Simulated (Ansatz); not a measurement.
**A hypothetical structure for Li2As2Ru**

This structure for Li2As2Ru is made up. Its elements were placed in a known structure type with a cell scaled to their sizes. What cell does the guess relax to, and how far off was it?

Main program and level: Ansatz 0.2.0; DFT, PBE, plane-wave PAW, files of the set soft_1, scalar-relativistic, no spin, cell and ions relaxed at zero pressure; PAW set soft_1, in the first sound run; inputs show where later runs differ.

### 1. Set-up

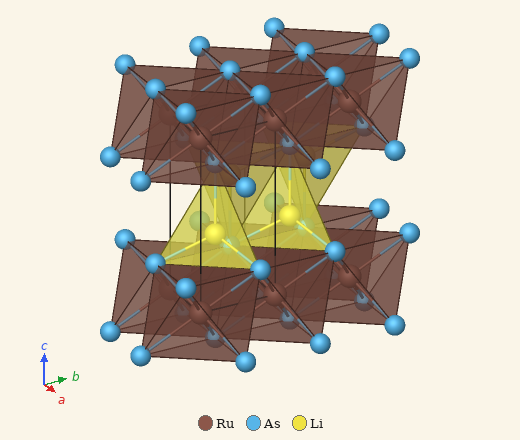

The cell as given, slightly off an axis (ruthenium brown, arsenic blue, lithium yellow). 1×2×1 cells are drawn. Some periodic images of atoms are drawn too.

### 2. Relaxation of the guess

The guess takes its coordinates from another compound and its volume from a rule, so the cell and any free coordinates are relaxed together.

input.yaml

```yaml
crystal:
  lattice:
    - [3.547, 0.0, 0.0]
    - [-1.7735, 3.071792107, 0.0]
    - [0.0, 0.0, 5.903]
  atoms:
    - { symbol: Ru, position: [0.0, 0.0, 0.0] }
    - { symbol: As, position: [0.333333333, 0.666666667, 0.2229] }
    - { symbol: As, position: [0.666666667, 0.333333333, 0.7771] }
    - { symbol: Li, position: [0.333333333, 0.666666667, 0.6309] }
    - { symbol: Li, position: [0.666666667, 0.333333333, 0.3691] }
kpoints:
  mp_grid: { grid: [9, 9, 5] }
scf:
  occupations: { method: fermi_dirac, width: 0.05 }
hamiltonian:
  xc: pbe
  pseudopotentials: { kind: paw, azcp: { folder: soft_1 } }
relax:
  f_tol: 0.015
  max_steps: 70
  cell: {}
output:
  forces: true
  stress: true
```

The run is started by

```sh
ansatz run input.yaml --threads 4 --pin off --max-ram 8192MiB --backend cpu --events-out ev --progress --plain --runs-dir out
```

Numbers of over 12 decimals in the logs are rounded to 6 here.

Log:

```text
Engine: ansatz 0.2.0, aarch64-unknown-linux-gnu
Pseudopotentials: kind: paw
Pseudopotential: Ru, paw, valence charge 16, recommended cutoff 420 eV (normal), soft_1/Ru.paw.azcp
Pseudopotential: As, paw, valence charge 15, recommended cutoff 420 eV (normal), soft_1/As.paw.azcp
Pseudopotential: Li, paw, valence charge 3, recommended cutoff 420 eV (normal), soft_1/Li.paw.azcp
Functional definition: PBE
  parameter kappa = 0.804
  parameter beta = 0.066725
  exchange = pbe_x(kappa = kappa, mu = beta*pi^2/3)
  correlation = pbe_c(beta = beta)
Crystal: 5 atoms, lattice volume = 64.317 Å³
Basis set: ecut = 420 eV, 1285 PW (Γ), exchange–correlation on 48×48×80 points (8 copies of the dense FFT grid, shifted against one another)
Bands: 32, of which v1, the nominal top of the filled ones, is band 26 counted from 1 (25 counted from 0)
Symmetry: 12 space group operations
Space group: P-3m1 (ITA 164), of the structure as read, at distance tolerance 4.0e-5 Å
k-points: 50 of 405
Non-local potential: Ru, projectors of the file, l = 0: 3, l = 1: 2, l = 2: 2, l = 3: 1
Non-local potential: As, projectors of the file, l = 0: 2, l = 1: 2, l = 2: 3, l = 3: 1
Non-local potential: Li, projectors of the file, l = 0: 3, l = 1: 2, l = 2: 1
PAW form: soft (Blöchl's): semilocal exchange-correlation on the pseudo side does not see the compensation charge
PAW one-centre angular grid: Ru, 590 points (default); XC on 64 Gauss nodes
PAW one-centre angular grid: As, 590 points (default); XC on 64 Gauss nodes
PAW one-centre angular grid: Li, 110 points (default); XC on 96 Gauss nodes
Initial density: superposition of atomic densities (chi_scale 0.1, normalization cell, long waves kept (reshape's long-wave potential 0.06 eV rms))
Initial wavefunctions: pseudopotential atomic-orbital guess
Functional: x = pbe(κ = 0.804, μ = 0.219515), c = pbe(β = 0.066725)
SCF iter   1: F=—  HF=-16004.567840 eV  |F-HF|=—  |Δ(HF+E_count)|=         —  Δρ=1.39e-1  dr2=3.49e1  ethr=3.10e-3  ⟨swp⟩=5.8  Hψ=6105  notcnv=0
preconditioner: auto → Kerker (q_TF=auto, 2.633 Å⁻¹)  [metal: Δε(μ)=0.016 eV  Ē_g=8.665 eV  σ=0.050 eV  W_gap=0.08  n_scr=22 (ndim 8)  ℏωp=20.7 eV  f_vac=0.000  D(μ)=4.98/eV (n_scr^D=54)]
SCF iter   2: F=—  HF=-16001.492962 eV  |F-HF|=—  |Δ(HF+E_count)|=    3.07e0  Δρ=6.75e-2  dr2=9.01e0  ethr=3.10e-3  ⟨swp⟩=3.4  Hψ=3428  notcnv=0  defer=15
SCF iter   3: F=—  HF=-16000.501616 eV  |F-HF|=—  |Δ(HF+E_count)|=   9.91e-1  Δρ=1.06e-2  dr2=2.86e-1  ethr=3.10e-3  ⟨swp⟩=3.1  Hψ=2538  notcnv=0  defer=33
SCF iter   4: F=—  HF=-16000.456235 eV  |F-HF|=—  |Δ(HF+E_count)|=   4.54e-2  Δρ=3.98e-3  dr2=2.74e-2  ethr=5.50e-4  ⟨swp⟩=3.4  Hψ=3217  notcnv=0  defer=47
SCF iter   5: F=—  HF=-16000.445544 eV  |F-HF|=—  |Δ(HF+E_count)|=   1.07e-2  Δρ=2.06e-3  dr2=4.08e-3  ethr=5.28e-5  ⟨swp⟩=2.0  Hψ=2815  notcnv=0  defer=47
SCF iter   6: F=—  HF=-16000.444312 eV  |F-HF|=—  |Δ(HF+E_count)|=   1.23e-3  Δρ=7.38e-4  dr2=8.13e-4  ethr=7.85e-6  ⟨swp⟩=2.0  Hψ=2363  notcnv=0  defer=47
SCF iter   7: F=—  HF=-16000.444184 eV  |F-HF|=—  |Δ(HF+E_count)|=   1.28e-4  Δρ=2.92e-4  dr2=4.33e-5  ethr=1.56e-6  ⟨swp⟩=2.0  Hψ=1935  notcnv=0  defer=47
SCF iter   8: F=—  HF=-16000.444204 eV  |F-HF|=—  |Δ(HF+E_count)|=   1.99e-5  Δρ=6.12e-5  dr2=2.98e-6  ethr=8.32e-8  ⟨swp⟩=2.0  Hψ=1868  notcnv=0  defer=47
SCF iter   9: F=—  HF=-16000.444206 eV  |F-HF|=—  |Δ(HF+E_count)|=   1.85e-6  Δρ=2.97e-5  dr2=8.77e-7  ethr=5.73e-9  ⟨swp⟩=2.3  Hψ=2208  notcnv=0  defer=47
SCF iter  10: F=—  HF=-16000.444206 eV  |F-HF|=—  |Δ(HF+E_count)|=   4.03e-7  Δρ=1.16e-5  dr2=1.15e-7  ethr=1.69e-9  ⟨swp⟩=2.0  Hψ=2002  notcnv=0  defer=47
SCF iter  11: F=-16000.444206 eV  HF=-16000.444206 eV  |F-HF|=1.96e-9  |Δ(HF+E_count)|=   2.86e-8  Δρ=3.25e-6  dr2=1.19e-8  ethr=1.92e-10  ⟨swp⟩=4.0  Hψ=4987  notcnv=0
SCF 1 converged in 11 iterations: F = -16000.444206 eV  dr2 = 1.19e-8
  greatest PAW one-centre occupation: 1.000 electrons in one spin orbital (limit 2), on the Li atom at site 4 (counted from 0), in its partial waves of l = 0
relax step   1: F+E_penalty+E_count = -16000.44420623 eV  Δ(F+E_penalty+E_count) = +0.000e0 eV  max|allowed force component| = 5.055e-1 eV/Å  Δτ_max = 0.0000 Å  P = +28.375 GPa  Ω = 64.317 Å³  (11 SCF iters, dr2 threshold 1.00e-7 eV, accepted)
Crystal: 5 atoms, lattice volume = 72.049 Å³
Basis set: ecut = 420 eV, 1389 PW (Γ), exchange–correlation on 48×48×80 points (8 copies of the dense FFT grid, shifted against one another)
Initial density: handed on by an earlier stage of this run
Initial wavefunctions: those handed on with the density
iter 1 solved again at ethr=1.44e-3 eV; its pass at ethr=3.10e-3 eV (dr2=7.48e-1 eV) is discarded
SCF iter   1: F=—  HF=-16001.552919 eV  |F-HF|=—  |Δ(HF+E_count)|=         —  Δρ=1.78e-2  dr2=7.50e-1  ethr=1.44e-3  ⟨swp⟩=1.4  Hψ=9417  notcnv=0
preconditioner: auto → LDOS  [metal: Δε(μ)=0.068 eV  Ē_g=8.300 eV  σ=0.050 eV  W_gap=0.31  n_scr=22 (ndim 8)  ℏωp=19.6 eV  f_vac=0.025  D(μ)=2.16/eV (n_scr^D=22)  β→1.0]
SCF iter   2: F=—  HF=-16001.469971 eV  |F-HF|=—  |Δ(HF+E_count)|=   8.29e-2  Δρ=7.56e-3  dr2=5.97e-2  ethr=1.44e-3  ⟨swp⟩=3.2  Hψ=2547  notcnv=0  defer=1
SCF iter   3: F=—  HF=-16001.459578 eV  |F-HF|=—  |Δ(HF+E_count)|=   1.04e-2  Δρ=1.63e-3  dr2=4.76e-3  ethr=1.15e-4  ⟨swp⟩=3.0  Hψ=3504  notcnv=0  defer=46
SCF iter   4: F=—  HF=-16001.457952 eV  |F-HF|=—  |Δ(HF+E_count)|=   1.63e-3  Δρ=5.17e-4  dr2=2.73e-4  ethr=9.15e-6  ⟨swp⟩=2.0  Hψ=2817  notcnv=0  defer=46
SCF iter   5: F=—  HF=-16001.457893 eV  |F-HF|=—  |Δ(HF+E_count)|=   5.91e-5  Δρ=1.36e-4  dr2=1.07e-5  ethr=5.25e-7  ⟨swp⟩=2.0  Hψ=2553  notcnv=0  defer=46
SCF iter   6: F=—  HF=-16001.457896 eV  |F-HF|=—  |Δ(HF+E_count)|=   2.82e-6  Δρ=3.59e-5  dr2=8.90e-7  ethr=2.06e-8  ⟨swp⟩=2.0  Hψ=2663  notcnv=0  defer=46
SCF iter   7: F=-16001.457896 eV  HF=-16001.457896 eV  |F-HF|=3.58e-8  |Δ(HF+E_count)|=   6.18e-8  Δρ=7.17e-6  dr2=2.65e-8  ethr=9.62e-10  ⟨swp⟩=5.0  Hψ=6897  notcnv=0
SCF 2 converged in 7 iterations: F = -16001.457896 eV  dr2 = 2.65e-8
relax step   2: F+E_penalty+E_count = -16001.45789590 eV  Δ(F+E_penalty+E_count) = -1.014e0 eV  max|allowed force component| = 8.016e-1 eV/Å  Δτ_max = 0.0328 Å  P = +10.400 GPa  Ω = 72.049 Å³  energy of the carried Pulay correction = -3.712e-3 eV  (7 SCF iters, dr2 threshold 5.00e-7 eV, accepted)
Crystal: 5 atoms, lattice volume = 77.821 Å³
Basis set: ecut = 420 eV, 1519 PW (Γ), exchange–correlation on 48×48×80 points (8 copies of the dense FFT grid, shifted against one another)
iter 1 solved again at ethr=1.94e-3 eV; its pass at ethr=3.10e-3 eV (dr2=1.01e0 eV) is discarded
SCF iter   1: F=—  HF=-16001.981928 eV  |F-HF|=—  |Δ(HF+E_count)|=         —  Δρ=2.27e-2  dr2=1.02e0  ethr=1.94e-3  ⟨swp⟩=1.3  Hψ=9770  notcnv=0
preconditioner: auto → LDOS  [metal: Δε(μ)=0.050 eV  Ē_g=8.021 eV  σ=0.050 eV  W_gap=0.25  n_scr=22 (ndim 8)  ℏωp=18.8 eV  f_vac=0.037  D(μ)=2.56/eV (n_scr^D=22)  β→1.0]
SCF iter   2: F=—  HF=-16001.868017 eV  |F-HF|=—  |Δ(HF+E_count)|=   1.14e-1  Δρ=6.85e-3  dr2=2.97e-2  ethr=1.94e-3  ⟨swp⟩=3.1  Hψ=2929  notcnv=0
SCF iter   3: F=—  HF=-16001.864010 eV  |F-HF|=—  |Δ(HF+E_count)|=   4.01e-3  Δρ=2.15e-3  dr2=8.81e-3  ethr=5.70e-5  ⟨swp⟩=3.0  Hψ=3697  notcnv=0  defer=48
SCF iter   4: F=—  HF=-16001.859181 eV  |F-HF|=—  |Δ(HF+E_count)|=   4.83e-3  Δρ=7.87e-4  dr2=1.36e-3  ethr=1.69e-5  ⟨swp⟩=2.1  Hψ=2769  notcnv=0  defer=49
SCF iter   5: F=—  HF=-16001.858945 eV  |F-HF|=—  |Δ(HF+E_count)|=   2.36e-4  Δρ=2.02e-4  dr2=4.38e-5  ethr=2.62e-6  ⟨swp⟩=2.9  Hψ=2731  notcnv=0  defer=49
SCF iter   6: F=—  HF=-16001.858943 eV  |F-HF|=—  |Δ(HF+E_count)|=   1.42e-6  Δρ=4.43e-5  dr2=1.63e-6  ethr=8.42e-8  ⟨swp⟩=2.0  Hψ=2618  notcnv=0  defer=49
SCF iter   7: F=-16001.858944 eV  HF=-16001.858944 eV  |F-HF|=4.79e-9  |Δ(HF+E_count)|=   5.72e-7  Δρ=1.27e-5  dr2=1.13e-7  ethr=9.62e-10  ⟨swp⟩=5.8  Hψ=7364  notcnv=0
SCF 3 converged in 7 iterations: F = -16001.858944 eV  dr2 = 1.13e-7
relax step   3: F+E_penalty+E_count = -16001.85894397 eV  Δ(F+E_penalty+E_count) = -4.010e-1 eV  max|allowed force component| = 1.567e-1 eV/Å  Δτ_max = 0.1028 Å  P = +3.244 GPa  Ω = 77.821 Å³  energy of the carried Pulay correction = -6.221e-3 eV  (7 SCF iters, dr2 threshold 5.00e-7 eV, accepted)
[... from here on, the SCF cycles and remarks between the steps are left out ...]
relax step   4: F+E_penalty+E_count = -16001.89904158 eV  Δ(F+E_penalty+E_count) = -4.010e-2 eV  max|allowed force component| = 1.072e-1 eV/Å  Δτ_max = 0.0315 Å  P = +0.413 GPa  Ω = 80.560 Å³  energy of the carried Pulay correction = -7.342e-3 eV  (6 SCF iters, dr2 threshold 5.00e-7 eV, accepted)
relax step   5: F+E_penalty+E_count = -16001.90006042 eV  Δ(F+E_penalty+E_count) = -1.019e-3 eV  max|allowed force component| = 4.475e-2 eV/Å  Δτ_max = 0.0274 Å  P = +0.193 GPa  Ω = 81.653 Å³  energy of the carried Pulay correction = -7.778e-3 eV  (5 SCF iters, dr2 threshold 5.00e-7 eV, accepted)
relax step   6: F+E_penalty+E_count = -16001.90196201 eV  Δ(F+E_penalty+E_count) = -1.902e-3 eV  max|allowed force component| = 9.599e-3 eV/Å  Δτ_max = 0.0070 Å  P = -0.054 GPa  Ω = 81.470 Å³  energy of the carried Pulay correction = -7.706e-3 eV  (5 SCF iters, dr2 threshold 4.74e-7 eV, accepted)
relax step   7: F+E_penalty+E_count = -16001.90205767 eV  Δ(F+E_penalty+E_count) = -9.567e-5 eV  max|allowed force component| = 2.105e-3 eV/Å  Δτ_max = 0.0013 Å  P = +0.009 GPa  Ω = 81.394 Å³  energy of the carried Pulay correction = -7.676e-3 eV  (5 SCF iters, dr2 threshold 3.16e-8 eV, accepted)
relax step   8: F+E_penalty+E_count = -16001.92803899 eV  Δ(F+E_penalty+E_count) = -2.598e-2 eV  max|allowed force component| = 1.559e-2 eV/Å  Δτ_max = 0.0000 Å  P = +0.405 GPa  Ω = 81.394 Å³  stress off target by 5.64e-1 GPa  SCF on the basis re-selected at this cell (its energy is not comparable with the rows above)  (7 SCF iters)
relax step   9: F+E_penalty+E_count = -16001.92953186 eV  Δ(F+E_penalty+E_count) = -1.493e-3 eV  max|allowed force component| = 9.485e-3 eV/Å  Δτ_max = 0.0091 Å  P = -0.029 GPa  Ω = 81.845 Å³  energy of the carried Pulay correction = -1.312e-4 eV  (6 SCF iters, dr2 threshold 5.00e-7 eV, accepted)
relax step  10: F+E_penalty+E_count = -16001.92973587 eV  Δ(F+E_penalty+E_count) = -2.040e-4 eV  max|allowed force component| = 3.370e-4 eV/Å  Δτ_max = 0.0084 Å  P = -0.012 GPa  Ω = 81.823 Å³  energy of the carried Pulay correction = -1.222e-4 eV  (6 SCF iters, dr2 threshold 2.26e-8 eV, accepted)
iter 1 solved again at ethr=1.11e-7 eV; its pass at ethr=3.10e-3 eV (dr2=5.78e-5 eV) is discarded
SCF iter   1: F=—  HF=-16001.929881 eV  |F-HF|=—  |Δ(HF+E_count)|=         —  Δρ=4.18e-5  dr2=5.12e-8  ethr=1.11e-7  ⟨swp⟩=3.3  Hψ=10087  notcnv=0
preconditioner: auto → LDOS  [metal: Δε(μ)=0.040 eV  Ē_g=7.694 eV  σ=0.050 eV  W_gap=0.20  n_scr=22 (ndim 8)  ℏωp=18.4 eV  f_vac=0.035  D(μ)=3.06/eV (n_scr^D=22)  β→1.0]
SCF iter   2: F=—  HF=-16001.929858 eV  |F-HF|=—  |Δ(HF+E_count)|=   2.31e-5  Δρ=4.36e-6  dr2=9.54e-9  ethr=9.85e-11  ⟨swp⟩=2.8  Hψ=3033  notcnv=0
SCF iter   3: F=—  HF=-16001.929858 eV  |F-HF|=—  |Δ(HF+E_count)|=   2.40e-9  Δρ=1.75e-6  dr2=2.13e-9  ethr=1.83e-11  ⟨swp⟩=2.0  Hψ=2902  notcnv=0
SCF iter   4: F=—  HF=-16001.929858 eV  |F-HF|=—  |Δ(HF+E_count)|=   2.11e-9  Δρ=5.03e-7  dr2=1.24e-10  ethr=4.10e-12  ⟨swp⟩=2.0  Hψ=1961  notcnv=0
SCF iter   5: F=-16001.929858 eV  HF=-16001.929858 eV  |F-HF|=3.64e-12  |Δ(HF+E_count)|=  1.93e-10  Δρ=7.23e-8  dr2=7.04e-12  ethr=1.00e-12  ⟨swp⟩=4.0  Hψ=5710  notcnv=0
SCF 11 converged in 5 iterations: F = -16001.929858 eV  dr2 = 7.04e-12
relax step  11: F+E_penalty+E_count = -16001.92985821 eV  Δ(F+E_penalty+E_count) = -1.223e-4 eV  max|allowed force component| = 4.437e-4 eV/Å  Δτ_max = 0.0000 Å  P = -0.013 GPa  Ω = 81.823 Å³  stress off target by 2.87e-2 GPa  SCF on the basis re-selected at this cell (its energy is not comparable with the rows above)  (5 SCF iters)
basis re-selected at this cell: Δ(F+E_penalty+E_count) = -1.223e-4 eV, ΔP = -0.001 GPa vs the last step (what re-selecting the basis moved, of the pressure what is left beyond the Pulay correction that the steps carried, after the strain that the cell walked since its last selection, with what the two solves' SCF thresholds leave and, on support functions, any second-order correction that the steps lacked; it is no m [...]
SCF converged after 5 iterations
Free energy (F): -16001.929858 eV
Harris-Foulkes:  -16001.929858 eV  (|F-HF|=3.64e-12)
Internal energy: -16001.904090 eV  (E = F + TS)
E sigma→0 (E₀):  -16001.916974 eV
Entropy (-TS):   -0.025769 eV (-5.154 meV/atom)
Fermi energy:    9.525869 eV
--- Per-component energies (eV) ---
  E_band       = -874.483746
  E_kinetic    = 690.247809
  E_local      = -7214.575228  (includes V_loc(G=0)·N_el)
  E_nonlocal   = -408.724730
  E_hartree    = 3497.150329
  E_xc         = -328.915971
  E_vxc        = -385.970646  (∫ρ·V_xc dr)
  E_paw        = -7579.134536  (= ΣΔE_a)
  E_vpaw       = -549.762683  (= ΣTr[D̂ρ^β])
  E_aug_tail   = 0.001151  (compensation charges beyond the density's cutoff)
  E_ewald      = -4657.952912
  E_smearing   = -0.025769  (= −TS)
  E_closure    = -0.000000  (closes the sum)
  Σ components = -16001.929858   (vs F -16001.929858, Δ=0.00e0)
--- Forces (eV/Å), atoms counted from 1 ---
  atom   1  Ru     0.00000000    -0.00000000     0.00000000
  atom   2  As     0.00000000     0.00000000    -0.00044374
  atom   3  As     0.00000000    -0.00000000     0.00044374
  atom   4  Li     0.00000000    -0.00000000    -0.00034104
  atom   5  Li     0.00000000     0.00000000     0.00034104
  max |Σ_I F_I| component: 9.54e-18 eV/Å
--- Stress (GPa, compression-positive) ---
       -0.005381       0.000000       0.000000
        0.000000      -0.005381       0.000000
        0.000000       0.000000      -0.028667
  P = ⅓ Tr σ = -0.0131 GPa (-0.131 kbar)
--- Relaxed structure (9 steps of the walk, 9 accepted, 2 SCFs on fresh bases) ---
  F+E_penalty+E_count = -16001.92985821 eV   max|allowed force component| = 4.437e-4 eV/Å   (the final SCF, on the basis selected at the relaxed cell)
  cell:  # Å, volume = 81.8228 Å³
    - [3.988636, 0, 0]
    - [-1.994318, 3.454260, 0]
    - [0, 0, 5.938750]
  atoms:
    - { symbol: Ru, position: [0, 0, 0] }
    - { symbol: As, position: [0.333333, 0.666667, 0.189461] }
    - { symbol: As, position: [0.666667, 0.333333, 0.810539] }
    - { symbol: Li, position: [0.333333, 0.666667, 0.654566] }
    - { symbol: Li, position: [0.666667, 0.333333, 0.345434] }
```

Wall time 14 s (4 threads of Arm Neoverse V2, shared host); peak memory 0.47 GiB.

The steps of the relaxation:

| step | energy less that of the first step (eV) | largest force component (eV/Å) | pressure (GPa) | volume (Å³) |
| --- | --- | --- | --- | --- |
| 1 | 0.0000 | 0.5055 | 28.38 | 64.32 |
| 2 | -1.0137 | 0.8016 | 10.40 | 72.05 |
| 3 | -1.4147 | 0.1567 | 3.24 | 77.82 |
| 4 | -1.4548 | 0.1072 | 0.41 | 80.56 |
| 5 | -1.4559 | 0.0447 | 0.19 | 81.65 |
| 6 | -1.4578 | 0.0096 | -0.05 | 81.47 |
| 7 | -1.4579 | 0.0021 | 0.01 | 81.39 |
| 8* | -1.4838 | 0.0156 | 0.40 | 81.39 |
| 9 | -1.4853 | 0.0095 | -0.03 | 81.84 |
| 10 | -1.4855 | 0.0003 | -0.01 | 81.82 |
| 11* | -1.4857 | 0.0004 | -0.01 | 81.82 |

Relaxation steps marked * repeat the geometry before them on a plane-wave basis chosen anew for their cell, so energy and pressure can jump there.

The run keeps the 12 symmetry operations that it works with, so distortions that break them were not tested.

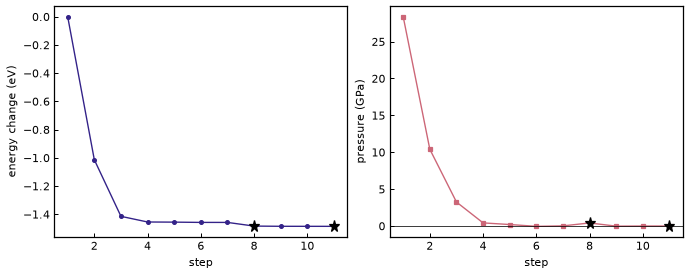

Energy and pressure along the relaxation. Stars mark steps on a basis chosen anew.

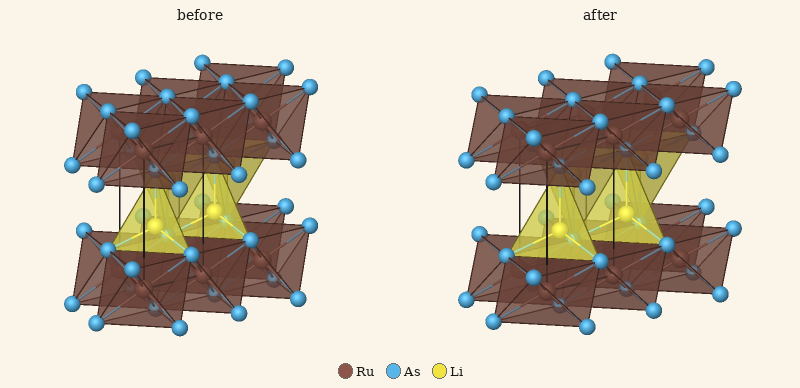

Before and after, at one scale.

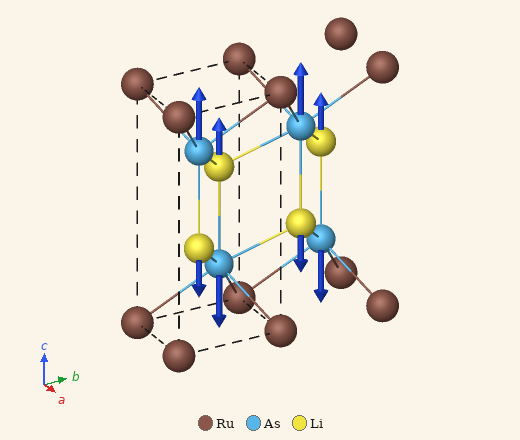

Displacements in the relaxation, exaggerated, measured against the changing cell; the longest in the cell stands for 0.20 Å. Bonds to atoms that aren't drawn are left out. 1×2×1 cells are drawn. Some periodic images of atoms are drawn too.

| cell as run | before | after | change |
| --- | --- | --- | --- |
| a (Å) | 3.547 | 3.989 | +12.5 % |
| b (Å) | 3.547 | 3.989 | +12.5 % |
| c (Å) | 5.903 | 5.939 | +0.6 % |
| volume (Å³/atom) | 12.86 | 16.36 | +27.2 % |

The atoms that moved most (Å, as changes of fractional coordinates times the final cell):

| atom | dx | dy | dz | length |
| --- | --- | --- | --- | --- |
| As3 | 0.000 | 0.000 | 0.199 | 0.199 |
| As2 | 0.000 | 0.000 | -0.199 | 0.199 |
| Li4 | 0.000 | 0.000 | 0.141 | 0.141 |
| Li5 | 0.000 | 0.000 | -0.141 | 0.141 |

Final coordinates:

```xyz
5
Lattice="3.9886 0.0000 0.0000 -1.9943 3.4543 0.0000 0.0000 0.0000 5.9387" Properties=species:S:1:pos:R:3 pbc="T T T"
Ru    0.0000    0.0000    0.0000
As    0.0000    2.3028    1.1252
As    1.9943    1.1514    4.8136
Li    0.0000    2.3028    3.8873
Li    1.9943    1.1514    2.0514
```

Numbers from this step:

- free energy: -16001.9299 eV
- energy at zero smearing: -16001.9170 eV
- smearing term TS: 0.02577 eV
- Fermi energy: 9.526 eV
- electrons: 52
- symmetry operations: 12
- pressure: -0.01314 GPa

Shortest distances by pair of elements, guess and relaxed (not always the same contact):

| pair | guess (Å) | relaxed (Å) |
| --- | --- | --- |
| As–Li | 2.222 | 2.482 |
| As–Ru | 2.434 | 2.563 |
| Li–Li | 2.566 | 2.945 |
| Li–Ru | 2.990 | 3.084 |
| As–As | 3.334 | 3.220 |

The relaxation ends with a largest force component of 4.4e-4 eV/Å and a pressure of -0.01 GPa.

(Continued in part 2 of 2.)

[Logs are printed without paths, hosts, clocks, repeated set-up lines and the standing remarks that a program may print on its own settings, such as how far it seeks lower states.]

[Hosts, paths, dates, database ids (printed as entryN), source tags and the programs' standing remarks are cut or masked in the printed files.]
